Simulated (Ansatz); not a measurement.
# Site preference of a vacancy of Zn in amorphous Hg20Zn15S35 (70 atoms)

Aim: make a vacancy of Zn at several sites of amorphous Hg20Zn15S35 (70 atoms), relax each, and compare their energies.

Program: Ansatz 0.2.0. Level of theory: Kohn-Sham DFT, PBE, PAW (set soft_2), plane waves. Results are calculated unless marked as measured.

### Step 1. Set-up

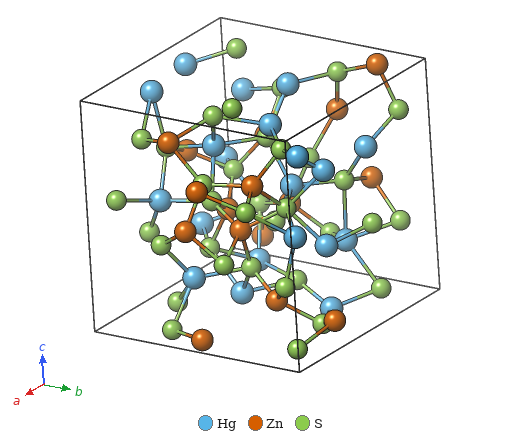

Start, viewed from a free direction; mercury blue, zinc orange, sulfur green. Bonds to atoms that aren't drawn are left out. Some periodic images of atoms are drawn too.

The cell holds 70 atoms: 20 Hg, 15 Zn and 35 S. Its edges and angles: a = 11.824 Å, b = 11.824 Å, c = 11.824 Å, α = 90.0°, β = 90.0°, γ = 90.0°. 70 atoms (20 Hg, 15 Zn, 35 S) placed at random at 6.14 g/cm³, melted at 2500 K for 10 ps at fixed volume with the Stillinger-Weber II-VI potential (Zhou et al., Phys. Rev. B 88, 085309 (2013)). Quenched from 2500 K to 700 K at 500 K/ps and fixed volume, held 5 ps, then minimised at fixed cell.

What the set-up can't give: The quench rate of 500 K/ps is orders of magnitude faster than experiment, which tends to freeze in extra defects. The starting topology of bonds comes from the classical model, and needn't be the one that DFT or experiment would give. Sampling is at Γ alone, for a cell whose shortest periodic width is 12 Å. No spin–orbit coupling is included, so levels derived from the heavy atoms are approximate.

### Step 2. Single point at the start

The forces at the start show how far the geometry lies from a minimum of this functional.

Contents of input.yaml:

```yaml
crystal:
  lattice:
    - [11.8242, 0.0, 0.0]
    - [0.0, 11.8242, 0.0]
    - [0.0, 0.0, 11.8242]
  atoms:
    - { symbol: Hg, position: [0.75316, 0.33044, 0.20276] }
    - { symbol: Hg, position: [0.22911, 0.71636, 0.24557] }
    - { symbol: Hg, position: [0.01869, 0.10169, 0.71309] }
    - { symbol: Hg, position: [0.08359, 0.04575, 0.43136] }
    - { symbol: Hg, position: [0.24633, 0.48935, 0.88728] }
    - { symbol: Hg, position: [0.40192, 0.74785, 0.01775] }
    - { symbol: Hg, position: [0.28691, 0.01882, 0.90436] }
    - { symbol: Hg, position: [0.24924, 0.85692, 0.68163] }
    - { symbol: Hg, position: [0.52009, 0.58628, 0.82743] }
    - { symbol: Hg, position: [0.26278, 0.30358, 0.09966] }
    - { symbol: Hg, position: [0.78217, 0.86421, 0.48317] }
    - { symbol: Hg, position: [0.39779, 0.58574, 0.51966] }
    - { symbol: Hg, position: [0.55302, 0.03455, 0.88496] }
    - { symbol: Hg, position: [0.274, 0.04278, 0.21516] }
    - { symbol: Hg, position: [0.51572, 0.39335, 0.06399] }
    - { symbol: Hg, position: [0.53294, 0.84455, 0.67939] }
    - { symbol: Hg, position: [0.5193, 0.8269, 0.34583] }
    - { symbol: Hg, position: [0.66766, 0.12622, 0.4708] }
    - { symbol: Hg, position: [0.53474, 0.31179, 0.69504] }
    - { symbol: Hg, position: [0.83103, 0.93479, 0.86171] }
    - { symbol: Zn, position: [0.68783, 0.52848, 0.42123] }
    - { symbol: Zn, position: [0.06632, 0.80762, 0.96434] }
    - { symbol: Zn, position: [0.43829, 0.29213, 0.38133] }
    - { symbol: Zn, position: [0.00283, 0.54993, 0.70191] }
    - { symbol: Zn, position: [0.21391, 0.3414, 0.62876] }
    - { symbol: Zn, position: [0.69094, 0.68774, 0.14646] }
    - { symbol: Zn, position: [0.74848, 0.6422, 0.65238] }
    - { symbol: Zn, position: [0.16803, 0.40638, 0.32962] }
    - { symbol: Zn, position: [0.9228, 0.42374, 0.47951] }
    - { symbol: Zn, position: [0.00903, 0.14774, 0.08635] }
    - { symbol: Zn, position: [0.84215, 0.30949, 0.8164] }
    - { symbol: Zn, position: [0.72373, 0.99208, 0.12318] }
    - { symbol: Zn, position: [0.96173, 0.50208, 0.03865] }
    - { symbol: Zn, position: [0.02179, 0.71378, 0.44141] }
    - { symbol: Zn, position: [0.34915, 0.04362, 0.55827] }
    - { symbol: S, position: [0.06287, 0.32748, 0.77667] }
    - { symbol: S, position: [0.80672, 0.81598, 0.26591] }
    - { symbol: S, position: [0.59414, 0.69318, 0.51172] }
    - { symbol: S, position: [0.44666, 0.197, 0.19962] }
    - { symbol: S, position: [0.06031, 0.6048, 0.89408] }
    - { symbol: S, position: [0.60618, 0.01839, 0.29312] }
    - { symbol: S, position: [0.93811, 0.95301, 0.06988] }
    - { symbol: S, position: [0.09939, 0.20798, 0.26901] }
    - { symbol: S, position: [0.06255, 0.87117, 0.29788] }
    - { symbol: S, position: [0.88747, 0.57883, 0.35008] }
    - { symbol: S, position: [0.36988, 0.45704, 0.69653] }
    - { symbol: S, position: [0.36766, 0.47199, 0.33488] }
    - { symbol: S, position: [0.23143, 0.87662, 0.0654] }
    - { symbol: S, position: [0.33132, 0.92536, 0.39235] }
    - { symbol: S, position: [0.77852, 0.58932, 0.99139] }
    - { symbol: S, position: [0.61255, 0.51597, 0.23101] }
    - { symbol: S, position: [0.81679, 0.44786, 0.65125] }
    - { symbol: S, position: [0.2743, 0.21468, 0.47943] }
    - { symbol: S, position: [0.65349, 0.17072, 0.03453] }
    - { symbol: S, position: [0.89153, 0.30642, 0.02345] }
    - { symbol: S, position: [0.87951, 0.0617, 0.53632] }
    - { symbol: S, position: [0.61431, 0.342, 0.48756] }
    - { symbol: S, position: [0.34417, 0.54429, 0.08358] }
    - { symbol: S, position: [0.64628, 0.39739, 0.87758] }
    - { symbol: S, position: [0.09191, 0.54149, 0.19713] }
    - { symbol: S, position: [0.22522, 0.72252, 0.50477] }
    - { symbol: S, position: [0.11816, 0.48002, 0.51964] }
    - { symbol: S, position: [0.93239, 0.73394, 0.62046] }
    - { symbol: S, position: [0.04957, 0.88728, 0.77596] }
    - { symbol: S, position: [0.60126, 0.8428, 0.03917] }
    - { symbol: S, position: [0.87156, 0.26265, 0.37507] }
    - { symbol: S, position: [0.1594, 0.18456, 0.95667] }
    - { symbol: S, position: [0.76714, 0.12435, 0.77227] }
    - { symbol: S, position: [0.69776, 0.76028, 0.81527] }
    - { symbol: S, position: [0.53587, 0.07792, 0.6454] }
kpoints:
  mp_grid: { grid: [1, 1, 1] }
hamiltonian:
  xc: pbe
scf:
  occupations: { method: fermi_dirac, width: 0.05 }
output:
  forces: true
```

The run is started by

```sh
> ansatz run input.yaml --threads 4 --pin off --max-ram 8192MiB --backend cpu --events-out ev --progress --plain --runs-dir out
```

Numbers of over 12 decimals in the logs are rounded to 6 here.

The program printed:

```text
[...]
Pseudopotentials: kind: paw
Pseudopotential: Hg, paw, valence charge 20, recommended cutoff 420 eV (normal), Hg.paw.azcp
Pseudopotential: Zn, paw, valence charge 12, recommended cutoff 420 eV (normal), Zn.paw.azcp
Pseudopotential: S, paw, valence charge 6, recommended cutoff 420 eV (normal), S.paw.azcp
[...]
Crystal: 70 atoms, lattice volume = 1653.162 Å³
Basis set: ecut = 420 eV, 32423 PW (Γ), exchange–correlation on 160×160×160 points (8 copies of the dense FFT grid, shifted against one another)
Bands: 465, of which v1, the nominal top of the filled ones, is band 395 counted from 1 (394 counted from 0)
Symmetry: 1 space group operations
Space group: P1 (ITA 1), of the structure as read, at distance tolerance 1.2e-4 Å
k-points: 1
[...]
Initial density: superposition of atomic densities (neutral atoms: chi_scale 0, normalization atom), corrected by the library's trained network
Initial wavefunctions: pseudopotential atomic-orbital guess
[...]
SCF iter   1: F=—  HF=-357627.257193 eV  |F-HF|=—  |Δ(HF+E_count)|=         —  Δρ=4.48e-3  dr2=9.31e-1  ethr=1.77e-3  ⟨swp⟩=6.0  Hψ=1642  notcnv=0  defer=16
preconditioner: auto → LDOS  [metal: Δε(μ)=0.050 eV  Ē_g=9.100 eV  σ=0.050 eV  W_gap=0.24  n_scr=388 (ndim 8)  ℏωp=22.9 eV  f_vac=0.060  D(μ)=27.91/eV (n_scr^D=146)  β→1.0]
[...]
SCF iter  11: F=—  HF=-357627.152807 eV  |F-HF|=—  |Δ(HF+E_count)|=   1.75e-7  Δρ=3.00e-6  dr2=3.17e-7  ethr=1.74e-10  ⟨swp⟩=2.0  Hψ=680  notcnv=0  defer=48
SCF iter  12: F=-357627.152807 eV  HF=-357627.152807 eV  |F-HF|=6.85e-8  |Δ(HF+E_count)|=   2.62e-8  Δρ=1.51e-6  dr2=8.37e-8  ethr=1.27e-11  ⟨swp⟩=3.0  Hψ=1181  notcnv=0
SCF 1 converged in 12 iterations: F = -357627.152807 eV  dr2 = 8.37e-8
[...]
SCF converged after 12 iterations
Free energy (F): -357627.152807 eV
Harris-Foulkes:  -357627.152807 eV  (|F-HF|=6.85e-8)
Internal energy: -357626.892319 eV  (E = F + TS)
E sigma→0 (E₀):  -357627.022563 eV
Entropy (-TS):   -0.260488 eV (-3.721 meV/atom)
Fermi energy:    7.155689 eV
--- Per-component energies (eV) ---
[...]
Σ components = -357627.152807   (vs F -357627.152807, Δ=0.00e0)
--- Forces (eV/Å), atoms counted from 1 ---
  atom   1  Hg     0.37011976     0.19706125     0.00695617
  atom   2  Hg    -0.71234433    -0.04996830     0.15985653
  atom   3  Hg    -0.16828596     0.25781575     0.21438357
  atom   4  Hg    -0.35767787    -0.16305348    -0.27607784
[...]
atom  70  S     -0.96682260    -0.05453130    -0.14301120
  max |Σ_I F_I| component: 3.01e-5 eV/Å
```

Wall time 34 s (4 threads of Arm Neoverse V1, shared host); peak memory 2.3 GiB; 2.1 min of CPU time.

In the SCF lines HF is the Harris–Foulkes energy and dr2 the Hartree energy of the density residual, in eV; the loop may stop once dr2 is under the threshold and the program's other checks hold. Hψ counts applications of the Hamiltonian.

The r.m.s. force at the start is 0.38 eV/Å.

### Step 3. Relaxation

With the cell held, the atoms are moved downhill towards a nearby minimum.

Contents of input.yaml:

```yaml
crystal:
  lattice:
    - [11.8242, 0.0, 0.0]
    - [0.0, 11.8242, 0.0]
    - [0.0, 0.0, 11.8242]
  atoms:
    [... the 70 atom lines of step 2 ...]
kpoints:
  mp_grid: { grid: [1, 1, 1] }
hamiltonian:
  xc: pbe
scf:
  occupations: { method: fermi_dirac, width: 0.05 }
output:
  forces: true
relax:
  f_tol: 0.05
  max_steps: 120
```

The program printed:

```text
[...]
Crystal: 70 atoms, lattice volume = 1653.162 Å³
Basis set: ecut = 420 eV, 32423 PW (Γ), exchange–correlation on 160×160×160 points (8 copies of the dense FFT grid, shifted against one another)
Bands: 474, of which v1, the nominal top of the filled ones, is band 395 counted from 1 (394 counted from 0)
Symmetry: 1 space group operations
[...]
k-points: 1
[...]
SCF iter   1: F=—  HF=-357627.257957 eV  |F-HF|=—  |Δ(HF+E_count)|=         —  Δρ=4.47e-3  dr2=9.29e-1  ethr=1.77e-3  ⟨swp⟩=6.0  Hψ=1698  notcnv=0  defer=16
[...]
SCF iter   7: F=—  HF=-357627.152822 eV  |F-HF|=—  |Δ(HF+E_count)|=   4.94e-5  Δρ=5.25e-5  dr2=9.56e-5  ethr=5.52e-8  ⟨swp⟩=2.0  Hψ=697  notcnv=0  defer=57
SCF iter   8: F=-357627.152793 eV  HF=-357627.152810 eV  |F-HF|=1.70e-5  |Δ(HF+E_count)|=   1.21e-5  Δρ=2.43e-5  dr2=1.97e-5  ethr=7.91e-9  ⟨swp⟩=3.0  Hψ=1189  notcnv=0
SCF 1 converged in 8 iterations: F = -357627.152793 eV  dr2 = 1.97e-5
[...]
relax step   1: F+E_penalty+E_count = -357627.15279324 eV  Δ(F+E_penalty+E_count) = +0.000e0 eV  max|allowed force component| = 1.318e0 eV/Å  Δτ_max = 0.0000 Å  (8 SCF iters, dr2 threshold 6.25e-5 eV, accepted)
[...]
relax step   2: F+E_penalty+E_count = -357629.99306847 eV  Δ(F+E_penalty+E_count) = -2.840e0 eV  max|allowed force component| = 6.773e-1 eV/Å  Δτ_max = 0.1946 Å  (7 SCF iters, dr2 threshold 1.00e-4 eV, accepted)
[...]
relax step   3: F+E_penalty+E_count = -357631.96917252 eV  Δ(F+E_penalty+E_count) = -1.976e0 eV  max|allowed force component| = 5.299e-1 eV/Å  Δτ_max = 0.1958 Å  (9 SCF iters, dr2 threshold 2.87e-5 eV, accepted)
relax step   4: F+E_penalty+E_count = -357633.34040936 eV  Δ(F+E_penalty+E_count) = -1.371e0 eV  max|allowed force component| = 4.609e-1 eV/Å  Δτ_max = 0.1914 Å  (8 SCF iters, dr2 threshold 7.42e-5 eV, accepted)
relax step   5: F+E_penalty+E_count = -357634.56058076 eV  Δ(F+E_penalty+E_count) = -1.220e0 eV  max|allowed force component| = 4.173e-1 eV/Å  Δτ_max = 0.1952 Å  (8 SCF iters, dr2 threshold 1.00e-4 eV, accepted)
relax step   6: F+E_penalty+E_count = -357635.73684363 eV  Δ(F+E_penalty+E_count) = -1.176e0 eV  max|allowed force component| = 6.959e-1 eV/Å  Δτ_max = 0.1953 Å  (8 SCF iters, dr2 threshold 1.00e-4 eV, accepted)
relax step   7: F+E_penalty+E_count = -357636.94176366 eV  Δ(F+E_penalty+E_count) = -1.205e0 eV  max|allowed force component| = 1.174e0 eV/Å  Δτ_max = 0.1950 Å  (8 SCF iters, dr2 threshold 1.00e-4 eV, accepted)
relax step   8: F+E_penalty+E_count = -357638.42504716 eV  Δ(F+E_penalty+E_count) = -1.483e0 eV  max|allowed force component| = 9.194e-1 eV/Å  Δτ_max = 0.1939 Å  (7 SCF iters, dr2 threshold 1.00e-4 eV, accepted)
relax step   9: F+E_penalty+E_count = -357639.49335094 eV  Δ(F+E_penalty+E_count) = -1.068e0 eV  max|allowed force component| = 1.097e0 eV/Å  Δτ_max = 0.1962 Å  (7 SCF iters, dr2 threshold 1.00e-4 eV, accepted)
relax step  10: F+E_penalty+E_count = -357640.40456074 eV  Δ(F+E_penalty+E_count) = -9.112e-1 eV  max|allowed force component| = 7.726e-1 eV/Å  Δτ_max = 0.1953 Å  (7 SCF iters, dr2 threshold 1.00e-4 eV, accepted)
relax step  11: F+E_penalty+E_count = -357641.11501889 eV  Δ(F+E_penalty+E_count) = -7.105e-1 eV  max|allowed force component| = 2.432e-1 eV/Å  Δτ_max = 0.1953 Å  (7 SCF iters, dr2 threshold 1.00e-4 eV, accepted)
relax step  12: F+E_penalty+E_count = -357641.45465779 eV  Δ(F+E_penalty+E_count) = -3.396e-1 eV  max|allowed force component| = 6.158e-1 eV/Å  Δτ_max = 0.1935 Å  (8 SCF iters, dr2 threshold 5.87e-6 eV, accepted)
relax step  13: F+E_penalty+E_count = -357641.70339816 eV  Δ(F+E_penalty+E_count) = -2.487e-1 eV  max|allowed force component| = 2.373e-1 eV/Å  Δτ_max = 0.1903 Å  (6 SCF iters, dr2 threshold 3.76e-5 eV, accepted)
relax step  14: F+E_penalty+E_count = -357641.90841008 eV  Δ(F+E_penalty+E_count) = -2.050e-1 eV  max|allowed force component| = 2.674e-1 eV/Å  Δτ_max = 0.1954 Å  (7 SCF iters, dr2 threshold 8.36e-6 eV, accepted)
relax step  15: F+E_penalty+E_count = -357642.08716875 eV  Δ(F+E_penalty+E_count) = -1.788e-1 eV  max|allowed force component| = 1.854e-1 eV/Å  Δτ_max = 0.1910 Å  (7 SCF iters, dr2 threshold 1.06e-5 eV, accepted)
relax step  16: F+E_penalty+E_count = -357642.27275743 eV  Δ(F+E_penalty+E_count) = -1.856e-1 eV  max|allowed force component| = 4.250e-1 eV/Å  Δτ_max = 0.1979 Å  (7 SCF iters, dr2 threshold 1.65e-5 eV, accepted)
relax step  17: F+E_penalty+E_count = -357642.48626364 eV  Δ(F+E_penalty+E_count) = -2.135e-1 eV  max|allowed force component| = 2.266e-1 eV/Å  Δτ_max = 0.1947 Å  (6 SCF iters, dr2 threshold 8.68e-5 eV, accepted)
relax step  18: F+E_penalty+E_count = -357642.67684868 eV  Δ(F+E_penalty+E_count) = -1.906e-1 eV  max|allowed force component| = 2.669e-1 eV/Å  Δτ_max = 0.1952 Å  (7 SCF iters, dr2 threshold 1.46e-5 eV, accepted)
relax step  19: F+E_penalty+E_count = -357642.85482647 eV  Δ(F+E_penalty+E_count) = -1.780e-1 eV  max|allowed force component| = 2.978e-1 eV/Å  Δτ_max = 0.1974 Å  (6 SCF iters, dr2 threshold 2.02e-5 eV, accepted)
relax step  20: F+E_penalty+E_count = -357643.00761535 eV  Δ(F+E_penalty+E_count) = -1.528e-1 eV  max|allowed force component| = 1.828e-1 eV/Å  Δτ_max = 0.1925 Å  (6 SCF iters, dr2 threshold 8.87e-5 eV, accepted)
relax step  21: F+E_penalty+E_count = -357643.07837954 eV  Δ(F+E_penalty+E_count) = -7.076e-2 eV  max|allowed force component| = 6.430e-1 eV/Å  Δτ_max = 0.1951 Å  (7 SCF iters, dr2 threshold 1.26e-5 eV, accepted)
relax step  22: F+E_penalty+E_count = -357643.21944808 eV  Δ(F+E_penalty+E_count) = -1.411e-1 eV  max|allowed force component| = 2.577e-1 eV/Å  Δτ_max = 0.2000 Å  (6 SCF iters, dr2 threshold 1.00e-4 eV, accepted)
relax step  23: F+E_penalty+E_count = -357643.36866319 eV  Δ(F+E_penalty+E_count) = -1.492e-1 eV  max|allowed force component| = 2.584e-1 eV/Å  Δτ_max = 0.1949 Å  (7 SCF iters, dr2 threshold 1.07e-5 eV, accepted)
relax step  24: F+E_penalty+E_count = -357643.50001140 eV  Δ(F+E_penalty+E_count) = -1.313e-1 eV  max|allowed force component| = 2.328e-1 eV/Å  Δτ_max = 0.1906 Å  (7 SCF iters, dr2 threshold 1.07e-5 eV, accepted)
relax step  25: F+E_penalty+E_count = -357643.62760853 eV  Δ(F+E_penalty+E_count) = -1.276e-1 eV  max|allowed force component| = 1.914e-1 eV/Å  Δτ_max = 0.1970 Å  (6 SCF iters, dr2 threshold 4.40e-5 eV, accepted)
relax step  26: F+E_penalty+E_count = -357643.75577212 eV  Δ(F+E_penalty+E_count) = -1.282e-1 eV  max|allowed force component| = 1.401e-1 eV/Å  Δτ_max = 0.2000 Å  (7 SCF iters, dr2 threshold 2.48e-5 eV, accepted)
relax step  27: F+E_penalty+E_count = -357643.85075496 eV  Δ(F+E_penalty+E_count) = -9.498e-2 eV  max|allowed force component| = 1.463e-1 eV/Å  Δτ_max = 0.1940 Å  (8 SCF iters, dr2 threshold 1.05e-5 eV, accepted)
relax step  28: F+E_penalty+E_count = -357643.82199918 eV  Δ(F+E_penalty+E_count) = +2.876e-2 eV  max|allowed force component| = 7.002e-1 eV/Å  Δτ_max = 0.1781 Å  (7 SCF iters, dr2 threshold 1.15e-5 eV, rejected (line search))
relax step  29: F+E_penalty+E_count = -357643.90825084 eV  Δ(F+E_penalty+E_count) = -5.750e-2 eV  max|allowed force component| = 7.577e-2 eV/Å  Δτ_max = 0.0859 Å  (10 SCF iters, accepted)
relax step  30: F+E_penalty+E_count = -357643.93646700 eV  Δ(F+E_penalty+E_count) = -2.822e-2 eV  max|allowed force component| = 1.122e-1 eV/Å  Δτ_max = 0.0974 Å  (9 SCF iters, accepted)
relax step  31: F+E_penalty+E_count = -357643.95662829 eV  Δ(F+E_penalty+E_count) = -2.016e-2 eV  max|allowed force component| = 1.786e-1 eV/Å  Δτ_max = 0.1465 Å  (7 SCF iters, dr2 threshold 3.37e-6 eV, accepted)
relax step  32: F+E_penalty+E_count = -357643.97384658 eV  Δ(F+E_penalty+E_count) = -1.722e-2 eV  max|allowed force component| = 1.039e-1 eV/Å  Δτ_max = 0.0850 Å  (6 SCF iters, dr2 threshold 3.19e-5 eV, accepted)
relax step  33: F+E_penalty+E_count = -357643.98572398 eV  Δ(F+E_penalty+E_count) = -1.188e-2 eV  max|allowed force component| = 4.927e-2 eV/Å  Δτ_max = 0.0556 Å  (7 SCF iters, dr2 threshold 3.65e-6 eV, accepted)
[...]
relax step  34: F+E_penalty+E_count = -357643.98572425 eV  Δ(F+E_penalty+E_count) = -2.729e-7 eV  max|allowed force component| = 4.927e-2 eV/Å  Δτ_max = 0.0000 Å  (4 SCF iters, accepted)
SCF converged after 4 iterations
Free energy (F): -357643.985724 eV
[...]
Internal energy: -357643.985704 eV  (E = F + TS)
E sigma→0 (E₀):  -357643.985714 eV
Entropy (-TS):   -0.000020 eV (-0.000 meV/atom)
Fermi energy:    7.508346 eV
[...]
Σ components = -357643.985724   (vs F -357643.985724, Δ=0.00e0)
--- Forces (eV/Å), atoms counted from 1 ---
  atom   1  Hg     0.00148515     0.01201226     0.01093471
  atom   2  Hg    -0.01053918     0.00692347     0.01363806
  atom   3  Hg     0.01201283    -0.01431083    -0.02096726
  atom   4  Hg    -0.00336463    -0.01836454    -0.01481727
[...]
atom  70  S     -0.00425297     0.01732641     0.00268346
  max |Σ_I F_I| component: 2.39e-5 eV/Å
--- Relaxed structure (34 steps of the walk, 33 accepted, 0 SCFs on fresh bases) ---
  F+E_penalty+E_count = -357643.98572425 eV   max|allowed force component| = 4.927e-2 eV/Å
  atoms:
    - { symbol: Hg, position: [0.773370, 0.408275, 0.170381] }
    - { symbol: Hg, position: [0.093037, 0.736343, 0.256842] }
    - { symbol: Hg, position: [0.033733, -0.000471562, 0.670174] }
    - { symbol: Hg, position: [-0.013311, 0.213605, 0.302935] }
[...]
- { symbol: S, position: [0.569591, 0.070507, 0.638218] }
```

Wall time 10 min (4 threads); peak memory 2.3 GiB.

The relaxation converged after 34 steps, 16.8 eV below its start, with a largest force component of 0.049 eV/Å.

(Continued in part 2 of 3.)

[Logs are printed without paths, hosts, clocks, repeated set-up lines and the standing remarks that a program may print on its own settings, such as how far it seeks lower states.]

[Hosts, paths, dates, database ids (printed as entryN), source tags and the programs' standing remarks are cut or masked in the printed files.]
